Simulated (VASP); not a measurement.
Band structure of ZnO (wurtzite). Level of theory: TPSS meta-GGA, VASP's PBE PAW potentials (set 64) (plane waves; VASP 6.6.1).

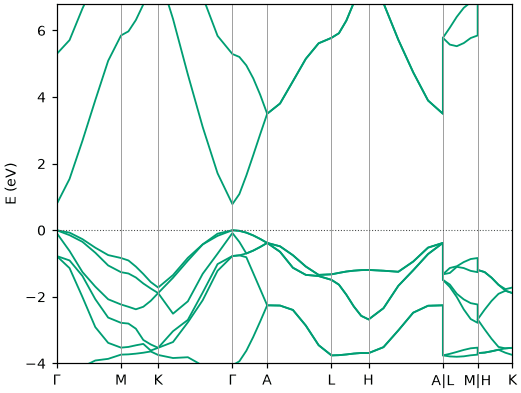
Figure: Bands along high-symmetry lines, zero at the valence-band maximum or, without a gap, the Fermi level

Problem. Read the plot: is there a gap, and where are the band edges?

Solution. The gap is direct, 0.78 eV, from the valence maximum at Γ to the conduction minimum at Γ.

Measured: gap 3.60 eV (computed value off by -2.82 eV), as given by Wei Chen et al., Physical Review Materials (2018), doi:10.1103/physrevmaterials.2.073803 [zero-point renormalisation of 0.16 eV added back (the table's ZPR column)].

The compound is ZnO in the wurtzite structure. It was relaxed first.
